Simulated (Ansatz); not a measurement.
# C2H5AlO (SMILES [CH3][Al]1[CH2][O]1) at RPA@PBE0/6-31G(d) (spherical functions)

What is the vertical ionisation energy of C2H5AlO at RPA@PBE0/6-31G* (spherical functions)? 

The results are computed with Ansatz 0.2.0.

82 further runs of the same task are left out: 82 set aside as unsound or not needed.

### 1 The molecule

C2H5AlO: 9 atoms, total charge 0, spin state singlet. SMILES: `[CH3][Al]1[CH2][O]1`. The coordinates come from a PBE0-D4/def2-TZVP relaxation.

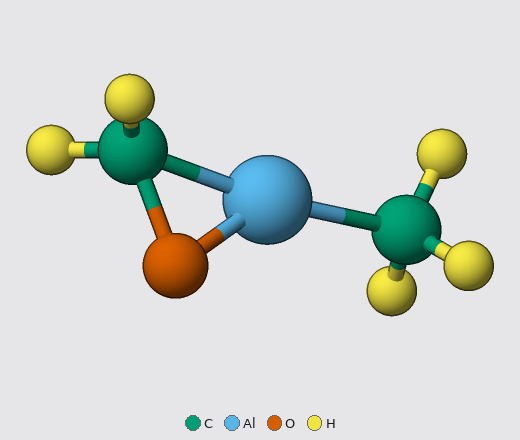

The structure, seen from a chosen angle (carbon teal, aluminium blue, oxygen orange, hydrogen yellow).

### 2 A single-point energy at RPA@PBE0/6-31G(d) (spherical functions)

input.yaml

```yaml
crystal:
  periodic: [false, false, false]
  atoms:
    - {symbol: C, position_ang: [-0.670900, 1.320200, -1.081500]}
    - {symbol: Al, position_ang: [0.051300, -0.076700, 0.044200]}
    - {symbol: C, position_ang: [0.678700, -1.280200, 1.349300]}
    - {symbol: O, position_ang: [0.789300, -1.609500, -0.097900]}
    - {symbol: H, position_ang: [0.039700, 1.575000, -1.872100]}
    - {symbol: H, position_ang: [-0.900200, 2.226000, -0.517500]}
    - {symbol: H, position_ang: [-1.591200, 0.976800, -1.562100]}
    - {symbol: H, position_ang: [0.038500, -1.980500, 1.887700]}
    - {symbol: H, position_ang: [1.653200, -1.197400, 1.832800]}
basis:
  gaussian:
    orbitals: 6-31G_st_-spherical.json
hamiltonian:
  xc: {name: PBE0}
correlation:
  method: rpa
  frozen_orbitals: {Al: 5, C: 1, H: 0, O: 1}
accuracy: high
```

The basis set 6-31G* is read from a file made from the Basis Set Exchange's data (not shown).

On the command line:

```console
$ ansatz run input.yaml --threads 1 --pin off --max-ram 3480MiB --events-out events.jsonl --progress --plain --runs-dir runs
```

What it wrote:

```text
Warning: RAYON_NUM_THREADS=1 ignored (pool sized by the plan → 1); use --threads N
Functional definition: PBE0
  name "PBE0"
  parameter a = 0.25
  parameter kappa = 0.804
  parameter beta = 0.06672455060314922
  exchange = (1 - a)*pbe_x(kappa = kappa, mu = beta*pi^2/3) + a*exact_x
  correlation = pbe_c(beta = beta)
1640 factors; integrals over basis functions are off by at most 8.4e-9 eV
mean field evaluation 1: about -10780.8602 eV, gradient 6.4e1 eV
mean field evaluation 2: about -10781.0802 eV, gradient 6.3e1 eV
mean field evaluation 4: about -10788.1620 eV, gradient 3.0e1 eV
mean field evaluation 8: about -10790.2212 eV, gradient 8.3e-1 eV
mean field evaluation 16: about -10790.2354 eV, gradient 2.0e-4 eV
mean field -10790.23543046 eV, -396.5338381850 hartree, gradient 3.8e-8 eV, S^2 0.000000; 0 other end points of the search recorded, 0 dependent functions left out
8 core orbitals not correlated: weight in the atoms' cores, before any rotation towards them, 1.000 or more for the frozen orbitals, at most 0.000 for the correlated occupied ones
reference -10758.19021261 eV, -395.3561981503 hartree; 11, 11 occupied and 51, 51 virtual orbitals, 1640 factors
Total energy: -10777.59639091 eV, -396.0693620486 hartree
```

Run time: 9.9 s. Hardware: 1 thread of Arm Neoverse V2, shared host; peak memory 0.23 GiB.

### 3 The doublet cation, same level

run.yaml

```yaml
crystal:
  periodic: [false, false, false]
  atoms:
    - symbol: C
      position_ang: [-0.670900, 1.320200, -1.081500]
    - symbol: Al
      position_ang: [0.051300, -0.076700, 0.044200]
    - symbol: C
      position_ang: [0.678700, -1.280200, 1.349300]
    - symbol: O
      position_ang: [0.789300, -1.609500, -0.097900]
    - symbol: H
      position_ang: [0.039700, 1.575000, -1.872100]
    - symbol: H
      position_ang: [-0.900200, 2.226000, -0.517500]
    - symbol: H
      position_ang: [-1.591200, 0.976800, -1.562100]
    - symbol: H
      position_ang: [0.038500, -1.980500, 1.887700]
    - symbol: H
      position_ang: [1.653200, -1.197400, 1.832800]
basis:
  gaussian:
    orbitals: 6-31G_st_-spherical.json
total_charge: 1
magnetization:
  spin_polarized: true
  initial_magnetization: 1
hamiltonian:
  xc: pbe0
correlation:
  method: rpa
  frozen_orbitals: {Al: 5, C: 1, H: 0, O: 1}
accuracy: high
```

The basis set 6-31G* is read from a file made from the Basis Set Exchange's data (not shown).

On the command line:

```console
$ ansatz run run.yaml --threads 1 --pin off --max-ram 3480MiB --events-out events.jsonl --progress --plain --runs-dir runs
```

What it wrote (excerpt; [...] marks lines left out):

```text
Warning: RAYON_NUM_THREADS=1 ignored (pool sized by the plan → 1); use --threads N
Functional definition: PBE0
  name "PBE0"
[...]
1640 factors; integrals over basis functions are off by at most 8.4e-9 eV
[...]
mean field -10781.91625245 eV, -396.2281140321 hartree, gradient 8.4e-8 eV, S^2 0.754718; 2 other end points of the search recorded, 0 dependent functions left out
8 core orbitals not correlated: weight in the atoms' cores, before any rotation towards them, 1.000 or more for the frozen orbitals, at most 0.000 for the correlated occupied ones
reference -10750.65656103 eV, -395.0793415611 hartree; 11, 10 occupied and 51, 52 virtual orbitals, 1640 factors
Total energy: -10769.47729474 eV, -395.7709907679 hartree
```

Run time: 16 s. Hardware: 1 thread of Arm Neoverse V2, shared host; peak memory 0.31 GiB.

### 4 Summary of results

Level: RPA@PBE0/6-31G* (spherical functions), 8 core orbitals frozen.

```
                                          quantity          value
                     singlet C2H5AlO: total energy  -396.06936 Eh
 singlet C2H5AlO: RPA correlation energy (valence)     -713.2 mEh
                      doublet cation: total energy  -395.77099 Eh
  doublet cation: RPA correlation energy (valence)     -691.6 mEh
 doublet cation: ⟨S²⟩ of the reference determinant          0.755
vertical ionisation energy (to the doublet cation)       8.119 eV
```

The vertical ionisation energy comes to 8.12 eV (783 kJ/mol).
